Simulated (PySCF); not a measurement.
# C$_{8}$H$_{12}$Si (SMILES C#C[SiH](CC=C)CC=C): what the fields show

```yaml
atoms:
  - { symbol: C, position_ang: [-0.6666, 3.1722, 0.6029] }
  - { symbol: C, position_ang: [-0.4747, 2.1526, -0.0053] }
  - { symbol: Si, position_ang: [-0.1664, 0.5675, -0.9153] }
  - { symbol: C, position_ang: [-0.8294, -0.8769, 0.1496] }
  - { symbol: C, position_ang: [-2.3012, -0.7789, 0.3305] }
  - { symbol: C, position_ang: [-3.1834, -1.5697, -0.2537] }
  - { symbol: C, position_ang: [1.7259, 0.3668, -1.1552] }
  - { symbol: C, position_ang: [2.4323, 0.2817, 0.1506] }
  - { symbol: C, position_ang: [2.9508, -0.8243, 0.6546] }
  - { symbol: H, position_ang: [-0.8383, 4.0663, 1.1309] }
  - { symbol: H, position_ang: [-0.8459, 0.6302, -2.2183] }
  - { symbol: H, position_ang: [-0.5757, -1.8279, -0.3204] }
  - { symbol: H, position_ang: [-0.3366, -0.8478, 1.1235] }
  - { symbol: H, position_ang: [-2.6342, 0.0271, 0.9717] }
  - { symbol: H, position_ang: [-2.8767, -2.3758, -0.9008] }
  - { symbol: H, position_ang: [-4.2439, -1.4510, -0.1113] }
  - { symbol: H, position_ang: [1.9283, -0.5259, -1.7477] }
  - { symbol: H, position_ang: [2.0947, 1.2263, -1.7154] }
  - { symbol: H, position_ang: [2.4782, 1.2075, 0.7101] }
  - { symbol: H, position_ang: [2.9169, -1.7609, 0.1209] }
  - { symbol: H, position_ang: [3.4369, -0.8422, 1.6153] }
```

Geometry: GFN2-xTB.

Method: PySCF, PBE0/pcSseg-1, SCF density, gas phase, non-relativistic.

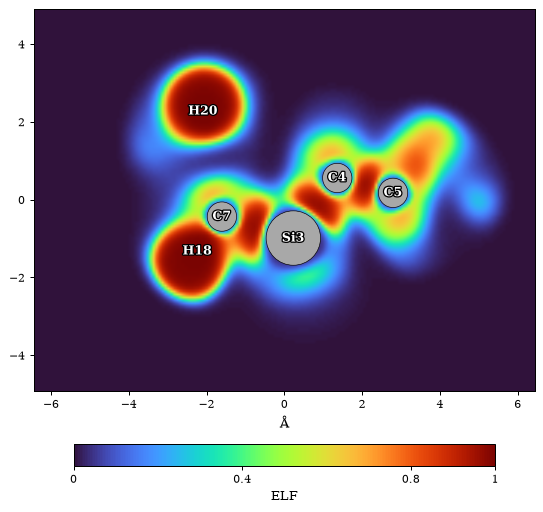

Figure 1. Electron localisation function on the plane of atoms C4, Si3 and C7. Grey discs cover the atomic cores.

What do the fields say about this system?

- Atoms in the plane: Si, C and H.
- C–Si (1.91 Å): the ELF peaks at about 0.95 between the atoms (a covalent bond).

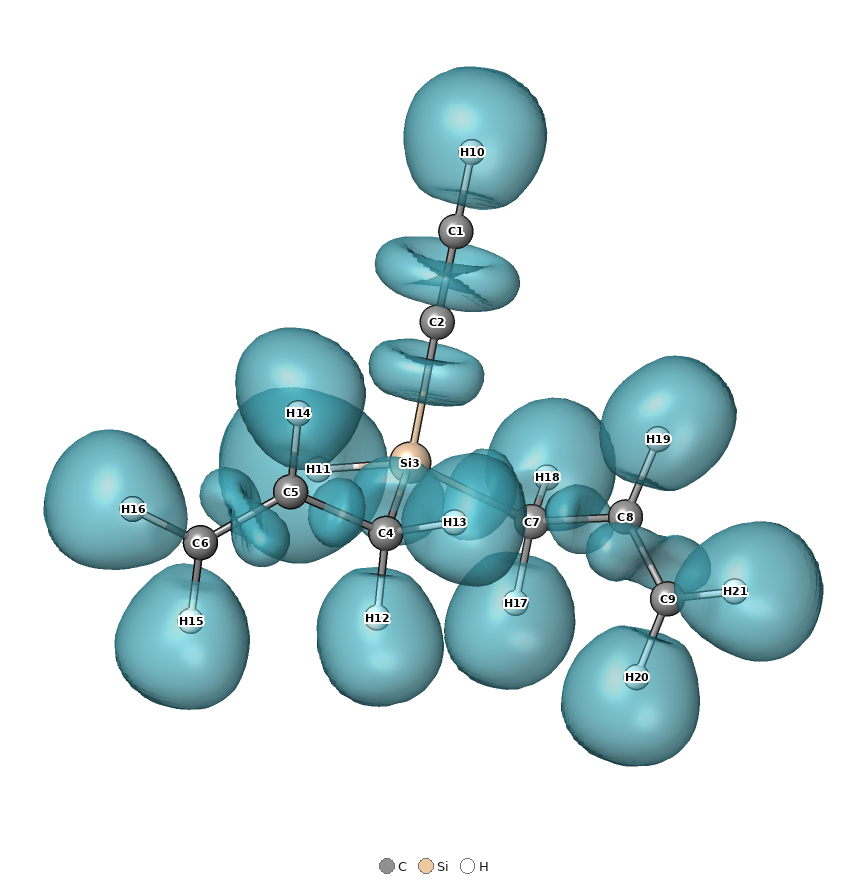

Figure 2. Isosurface of the ELF at 0.8 (cyan), seen at a tilt. Only the valence region is drawn (cores and ρ < 0.01 e/Å³ removed).

Identify the bonds, lone pairs and shells in this picture.

The surface consists of five regions between bonded C–C atoms (shared pairs), three regions between bonded C–Si atoms (shared pairs) and twelve regions around hydrogen nuclei. Profiles from the grid: C–C (1.20 Å): the ELF peaks at about 0.85 between the atoms (a multiple bond). C–Si (1.85 Å): the ELF peaks at about 0.95 between the atoms, as expected for localised, covalent bonding.

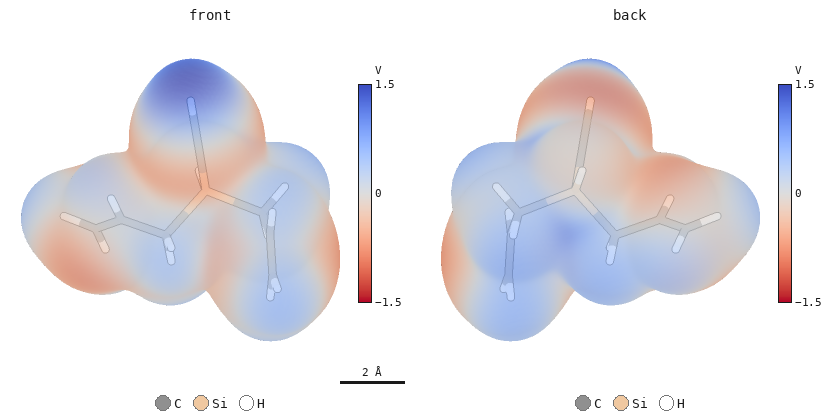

Figure 3. The electrostatic potential painted on the density surface at 0.001 e/bohr³, seen from the front and from behind; the colour scale runs from red (negative) to blue (positive).

Which sites attract a positive test charge, and which a negative one?

A positive charge is drawn to the negative regions and a negative charge to the positive ones. The most negative region (about −0.7 V, or −16 kcal/mol for a unit charge) lies over the π face of the C atoms, the most positive (about +1.3 V, or +30 kcal/mol for a unit charge) over H10.

How polar is the molecule by this calculation?

Its dipole moment is 0.47 D.
